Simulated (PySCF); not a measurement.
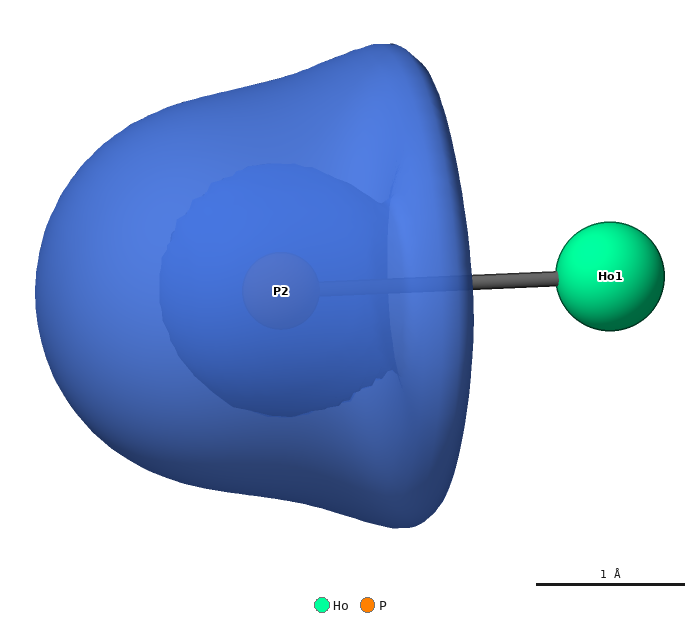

Figure 1: HoP (quintet). Isosurface of the ELF at 0.75 (blue), seen from one side. Core shells and regions of very low density are left out.

⟨S²⟩ = 6.13, above the pure value of 6.00.

The calculation used PBE0/x2c-TZVPall, spin-free X2C-1e, Gaussian nucleus, at a bond length of 2.299 Å (PySCF 2.14.0).

### What do the ELF domains correspond to?

The surface consists of one region wrapped around P (its valence shell). Profiles from the grid: Ho–P (2.30 Å): the ELF peaks at about 0.50 in the valence shell of P, 0.9 Å from its nucleus, and is about 0.25 at the midpoint.
